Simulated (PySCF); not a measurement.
Consider CAlCl$_{2}$F$_{3}$ (SMILES F[C](F)(F)[Al]([Cl])[Cl]).

The calculation's input:

```
{"job": {"kind": "nmr", "xc": "PBE0", "basis": {"default": "pcSseg-1", "Al": "pcSseg-2"}}, "charge": 0, "multiplicity": 1}
Al     0.611078     0.873978    -0.054688
Cl     2.680979     0.823442     0.139020
Cl    -0.404677     2.653455    -0.403026
C     -0.484988    -0.805171     0.054185
F      0.153605    -1.833440     0.627866
F     -0.846576    -1.205829    -1.180267
F     -1.617560    -0.608435     0.748370
```

Command:

```sh
OMP_NUM_THREADS=1 python probes_run.py task.json out
```

Geometry: PBE0-D3(BJ)/def2-SVP.

Method: PBE0/pcSseg-1 Al:pcSseg-2, SCF density, gas phase, non-relativistic (PySCF).

Question: What will maps of the electron density and electron localisation function show?

Answer: C–Al (2.01 Å): ρ at the midpoint is about 0.78 e/Å³; the ELF peaks at about 1 between the atoms, as expected for a shared but strongly polarised pair.
Al–Cl (2.08 Å): the density is about 0.8 e/Å³ at the midpoint; the ELF peaks at about 0.85 in the valence shell of Cl, 0.9 Å from its nucleus, and is about 0.80 at the midpoint.

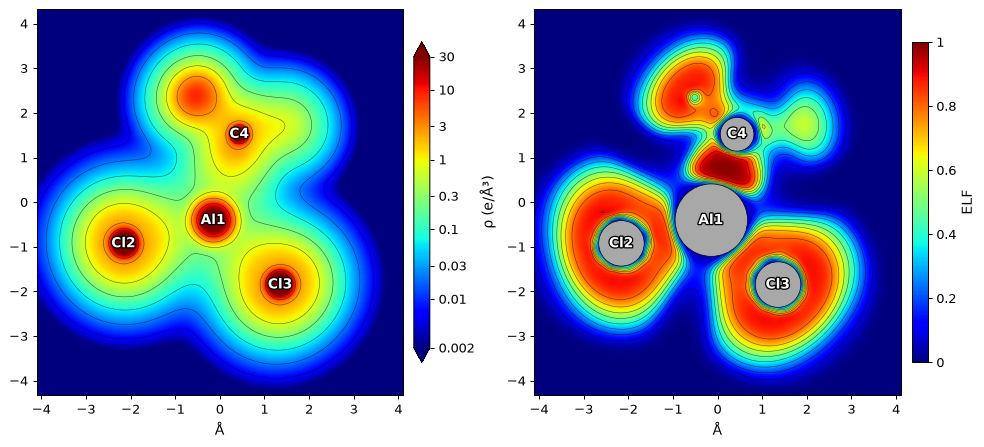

Computed electron density and electron localisation function on the plane of atoms Cl2, Al1 and Cl3, in this order. Grey discs cover the atomic cores in the ELF map. 
